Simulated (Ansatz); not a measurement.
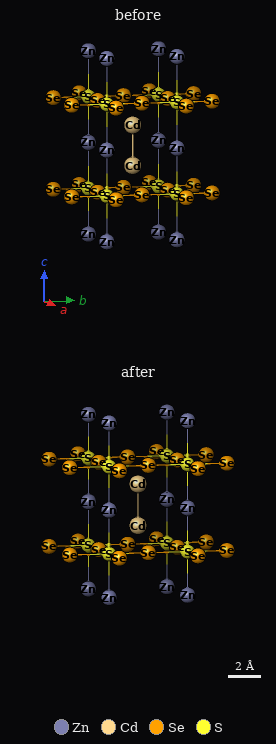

The structure of solid ZnCd2Se2S (a generated structure, set up in P4/mmm) (coarse preliminary run) before (top) and after (bottom) a relaxation, at one scale.

A ball-and-stick model of the cell of the calculation, seen slightly off an axis.

Level of theory: Ansatz 0.2.0, DFT PBE, scalar-relativistic, plane waves, PAW.

The input:
```yaml
crystal:
  lattice:
    - [4.60308065, 0.0, 0.0]
    - [0.0, 4.60308065, 0.0]
    - [0.0, 0.0, 5.85332803]
  atoms:
    - { symbol: Zn, position: [0.0, 0.0, 0.5] }
    - { symbol: Cd, position: [0.5, 0.5, 0.72117257] }
    - { symbol: Cd, position: [0.5, 0.5, 0.27882743] }
    - { symbol: Se, position: [0.5, 0.0, 0.0] }
    - { symbol: Se, position: [0.0, 0.5, 0.0] }
    - { symbol: S, position: [0.0, 0.0, 0.0] }
basis:
  ecutwfc: 420
kpoints:
  mp_grid: { grid: [4, 4, 4] }
hamiltonian:
  xc: pbe
scf:
  occupations: { method: gaussian, width: 0.1 }
  lower_state_search: "off"
output:
  forces: true
  stress: true
  eigenvalues: true
relax:
  adjacent_minimum: "off"
  f_tol: 0.04
  max_steps: 70
  cell: { stress_tol: 0.4 }
```

Launched with:
```bash
ansatz run input.yaml --threads 1 --pin off --max-ram 2560MiB --backend cpu --events-out ev --progress --plain --runs-dir out
```

What changed between the two?

Over 5 accepted moves (6 points after the start) the energy falls by 1.521 eV per cell of the calculation. The largest force component goes from 0.21 to 0.0019 eV/Å. The pressure goes from 14.34 to 0.19 GPa. The SCF was repeated once at an unchanged geometry on a basis and grid sized afresh for the cell, which shifted the energy by 14.2 meV per cell of the calculation at most. The largest moves relative to the cell, 0.097 Å, are those of Cd2 and Cd3. Cd3 goes along −c. Zn and Se and S stay in place. The drawn cell changes as follows: a = b 4.603 → 5.156 Å (+12.0 %), c 5.853 → 5.573 Å (−4.8 %); the volume changes by +19.4 %. Among the contacts that change: Se4–Se5 3.255 → 3.646 Å, Se4–S6 2.302 → 2.578 Å, Zn1–S6 2.927 → 2.786 Å, Cd2–Cd3 2.589 → 2.658 Å. The space group stays P4/mmm (No. 123). The run took 3.1 min on 1 thread of AMD EPYC 7571, on a shared host, peak memory 0.56 GiB.
